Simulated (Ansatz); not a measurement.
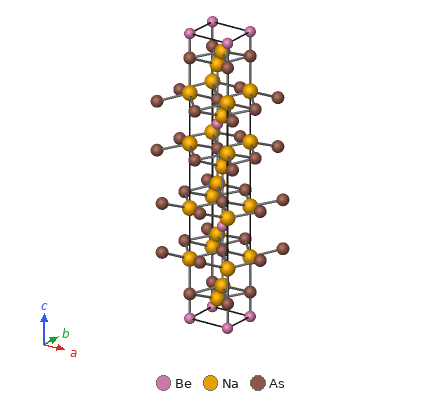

The structure; the drawing may span several cells.

Structure (in its standard cell), the end point of a relaxation with DFT, PAW plane waves, r2scan (Ansatz); the starting structure was generated, so it need not be a known form of this composition:

```yaml
crystal:
  lattice:
    - [5.02922, 0.00000, 0.00000]
    - [-2.51461, 4.35544, 0.00000]
    - [0.00000, 0.00000, 23.98972]
  atoms:
    - { symbol: Be, position: [0.00000, 0.00000, 0.00000] }
    - { symbol: Na, position: [0.66667, 0.33333, 0.72028] }
    - { symbol: Na, position: [0.66667, 0.33333, 0.94638] }
    - { symbol: As, position: [0.33333, 0.66667, 0.75251] }
    - { symbol: As, position: [0.00000, 0.00000, 0.91416] }
    - { symbol: Na, position: [0.33333, 0.66667, 0.87574] }
    - { symbol: Na, position: [0.00000, 0.00000, 0.79093] }
    - { symbol: Be, position: [0.66667, 0.33333, 0.33333] }
    - { symbol: Na, position: [0.33333, 0.66667, 0.05362] }
    - { symbol: Na, position: [0.33333, 0.66667, 0.27972] }
    - { symbol: As, position: [0.00000, 0.00000, 0.08584] }
    - { symbol: As, position: [0.66667, 0.33333, 0.24749] }
    - { symbol: Na, position: [0.00000, 0.00000, 0.20907] }
    - { symbol: Na, position: [0.66667, 0.33333, 0.12426] }
    - { symbol: Be, position: [0.33333, 0.66667, 0.66667] }
    - { symbol: Na, position: [0.00000, 0.00000, 0.38695] }
    - { symbol: Na, position: [0.00000, 0.00000, 0.61305] }
    - { symbol: As, position: [0.66667, 0.33333, 0.41917] }
    - { symbol: As, position: [0.33333, 0.66667, 0.58083] }
    - { symbol: Na, position: [0.66667, 0.33333, 0.54240] }
    - { symbol: Na, position: [0.33333, 0.66667, 0.45760] }
```

Predict the [001] zone-axis pattern (80 kV, kinematic, B = 0.5 Å²).

The spots form a hexagonal net with both shortest vectors at d = 2.51 Å, 60.0° apart. They are 2 -1 0 and 1 1 0. The pattern has symmetry 6mm. The lattice centring (R) removes all reflections that break −h + k + l = 3n.

Strongest reflections with d > 0.80 Å, one of each family (|F|² from tabulated Gaussian fits of the electron scattering factors, times a small damping for the curvature of the Ewald sphere):

| hkl | d (Å) | I (strongest = 100) |
| --- | --- | --- |
| 2 -1 0 | 2.515 | 100 |
| 3 0 0 | 1.452 | 30 |
| 4 -2 0 | 1.257 | 21 |
| 5 -1 0 | 0.950 | 9 |
| 6 -3 0 | 0.838 | 6 |

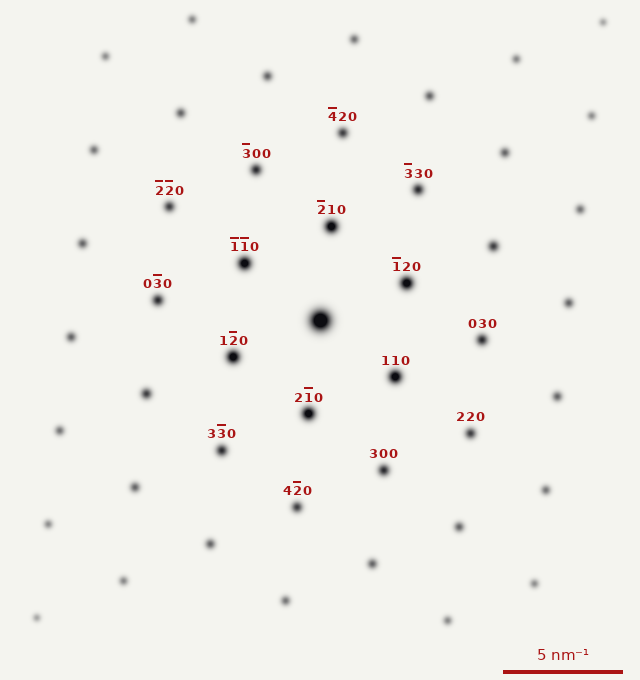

Calculated pattern, seen from the source side with [001] pointing towards the source.
